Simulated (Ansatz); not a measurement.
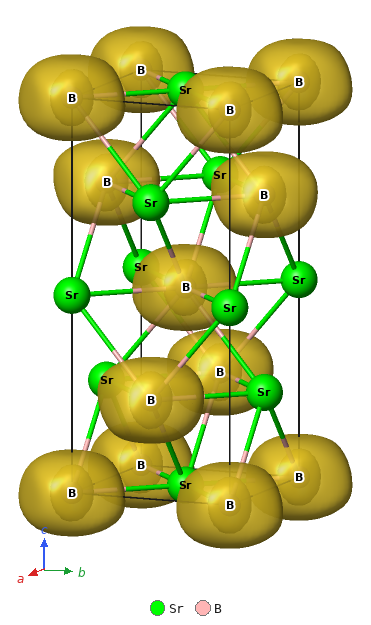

SrB. Isosurface of the electron localisation function at 0.65 (yellow), seen slightly off an axis. Only the valence region is drawn (cores and ρ < 0.01 e/Å³ removed). Sticks mark near contacts.

Space group I4₁/amd; a structure generated by program, which may or may not match a known phase.

All numbers below come from DFT PBE, scalar-relativistic, plane waves, PAW (Ansatz 0.2.0).

In a PAW calculation such maps are meaningful between the atoms, not at the nuclei.

**Describe the localisation domains.**

The surface consists of four regions wrapped around B (the valence shell of each), counted in one cell of 8 atoms. Any copies at cell faces, edges or corners count once.

Values along the shortest contacts:
Sr–B (2.97 Å): the ELF peaks at about 0.85 in the valence shell of B, 0.9 Å from its nucleus, and drops to about 0.10 between the two atoms. Sr–B (3.22 Å): the ELF peaks at about 0.80 in the valence shell of B, 0.8 Å from its nucleus, and drops to about 0.10 between the two atoms.
